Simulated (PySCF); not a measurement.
# UM06-2X/STO-3G run of BHBr (SMILES [BH]Br)

What is the energy change on altering one bond length of BHBr at UM06-2X/STO-3G? Input form: a Python script.

The results are computed with PySCF 2.14.0.

19 further runs of the same task are left out: 8 that didn't finish, 11 set aside as unsound or not needed.

## 1. The molecule

BHBr: 3 atoms, total charge 0, spin state doublet. SMILES: `[BH]Br`. Geometry: relaxed at PBE0-D4/def2-TZVP.

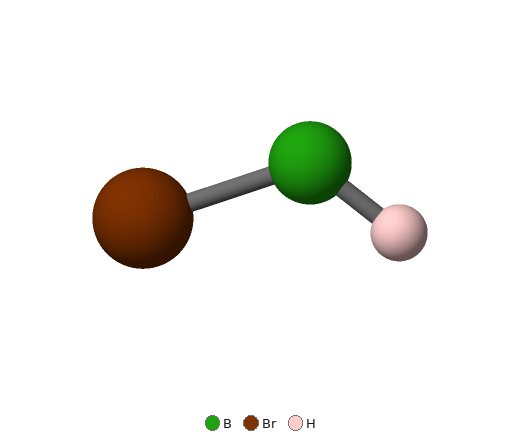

The structure, seen from a chosen angle (boron green, bromine brown, hydrogen pink).

## 2. The energy at UM06-2X/STO-3G

The input, job.py:

```python
# [BH]Br
from pyscf import gto, dft

mol = gto.Mole()
mol.atom = [
    ('B', (-0.094500, -0.523000, -0.115700)),
    ('Br', (1.181000, 0.563200, 0.709800)),
    ('H', (-1.097400, -0.105000, -0.607300)),
]
mol.charge = 0
mol.verbose = 3
mol.basis = 'sto-3g'
mol.spin = 1
mol.max_memory = 1860
mol.build()

mf = dft.UKS(mol)
mf.xc = 'm06-2x'
mf.conv_tol = 1e-10
mf.grids.level = 5
mf.kernel()
if not mf.converged:
    mf = mf.newton().run(mf.mo_coeff, mf.mo_occ)

e_tot = mf.e_tot
print('Final energy', e_tot)
```

Command:

```sh
OMP_NUM_THREADS=1 python job.py
```

The program printed:

```text
WARN: HOMO -0.171168512058029 >= LUMO -0.171168512058026

converged SCF energy = -2571.09394815964  <S^2> = 0.75454557  2S+1 = 2.0045404
Final energy -2571.093948159639
```

Wall time 6 s (1 thread of Arm Neoverse V1, shared host); peak memory 0.22 GiB.

## 3. The distorted shape, same level

The input, calc.py:

```python
from pyscf import gto, dft

system = gto.M(
    atom=[
    ('B', (-1.114899, -1.391959, -0.776100)),
    ('Br', (1.181000, 0.563200, 0.709800)),
    ('H', (-2.117799, -0.973959, -1.267700)),
],
    max_memory=1860,
    basis='sto-3g',
    spin=1,
    verbose=3,
)

mf = dft.UKS(system)
mf.xc = 'm06-2x'
mf.grids.level = 5
mf.conv_tol = 1e-10
mf.kernel()
if not mf.converged:
    mf = mf.newton().run(mf.mo_coeff, mf.mo_occ)

etot = mf.e_tot
print('Final energy', etot)
```

Command:

```sh
OMP_NUM_THREADS=1 python calc.py
```

The program printed:

```text
WARN: HOMO -0.21389553785826 >= LUMO -0.213895537858272

WARN: HOMO -0.0972103327777482 >= LUMO -0.0966621613966332

converged SCF energy = -2570.89428729585  <S^2> = 0.75060877  2S+1 = 2.0006087
Final energy -2570.894287295854
```

Run time: 15 s. Hardware: 1 thread of Arm Neoverse V1, shared host; peak memory 0.22 GiB.

## 4. Results

Level: UM06-2X/STO-3G.

| quantity | value |
| --- | --- |
| first shape: total energy | -2571.09395 Eh |
| first shape: dipole moment | 0.40 D |
| first shape: HOMO energy (highest over α and β) | -4.64 eV |
| first shape: LUMO energy (lowest over α and β) | 2.18 eV |
| first shape: ⟨S²⟩ | 0.755 |
| distorted shape: total energy | -2570.89429 Eh |
| distorted shape: dipole moment | 0.87 D |
| distorted shape: HOMO energy (highest over α and β) | -4.23 eV |
| distorted shape: LUMO energy (lowest over α and β) | -1.24 eV |
| distorted shape: ⟨S²⟩ | 0.751 |
| energy change with the B1–Br2 bond stretched from 1.868 to 3.362 Å | 5.433 eV |

In words: With the B1–Br2 bond stretched from 1.868 to 3.362 Å the energy rises by 5.43 eV (125 kcal/mol). The first shape isn't relaxed at this level, so the change isn't measured from a minimum. The minimal basis adds a large error of its own. Mulliken charges (first shape) run from -0.04 on H3 to +0.07 on B1; they depend strongly on the basis.
